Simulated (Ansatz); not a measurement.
**GeH3O (SMILES [O][GeH3]): methods side by side**

GeH3O has 5 atoms, charge 0, and is taken as a doublet. SMILES: `[O][GeH3]`. The coordinates come from a PBE0-D4/def2-TZVP relaxation.

```xyz
5

O    -1.4439    0.4186    0.7773
Ge    0.0723   -0.0563   -0.0569
H    -0.1622   -0.0912   -1.5747
H     0.5480   -1.4181    0.4715
H     1.0357    1.0734    0.3414
```

Quantity: the energy change with the O1–Ge2 bond stretched from 1.795 to 2.243 Å, in eV. The values are calculated.

```csv
level,kind,program,value (eV),less FCI/STO-3G,CPU time (all runs)
USVWN5/STO-3G,LDA,Ansatz,1.57,+0.63,6.8 s
UBLYP/STO-3G,GGA,Ansatz,1.28,+0.34,23 s
UPBE/STO-3G,GGA,Ansatz,1.33,+0.39,20 s
U-r2SCAN/STO-3G,meta-GGA,Ansatz,1.37,+0.43,63 s
UPBE0/STO-3G,global hybrid,Ansatz,1.35,+0.41,18 s
UHSE06/STO-3G,range-separated hybrid,Ansatz,1.34,+0.40,23 s
UB2PLYP/STO-3G,double hybrid,Ansatz,1.34,+0.40,20 s
UMP2/STO-3G,perturbation theory,Ansatz,1.46,+0.52,1.6 s
UCCSDT(Q)/STO-3G,coupled cluster or CI,Ansatz,0.94,0.00,8.8 s
FCI/STO-3G,exact in the basis,Ansatz,0.94,0.00,3.6 min
```

FCI/STO-3G is exact within its basis and frozen core, so for wave-function methods in that basis the difference is their error; functionals converge differently with the basis, so for them it is only a difference. All-electron rows without a relativistic Hamiltonian named are non-relativistic. The first shape isn't each level's own minimum. The values span 0.94 to 1.57 eV. Spin contamination of the reference (⟨S²⟩ at least 0.1 too high) touches UB2PLYP/STO-3G, UMP2/STO-3G, UCCSDT(Q)/STO-3G. All rows use very small basis sets, so none should be taken for the real molecule's value. In the correlated wave-function rows the outer d shell of Ge is correlated, in sets not made for it. Times are those of the runs behind each value, whatever else they computed, on shared processors of several kinds: orders of magnitude only.

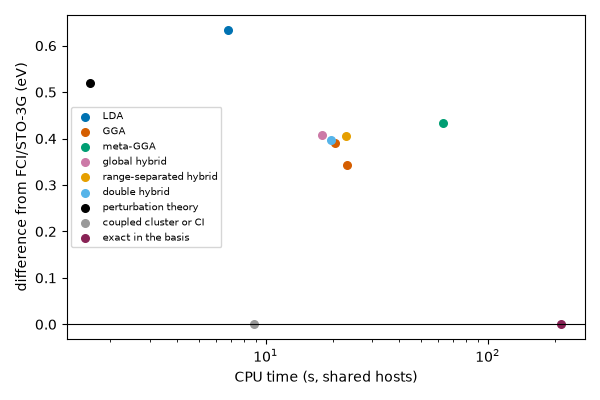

Difference from FCI/STO-3G against processor time, one point a level.
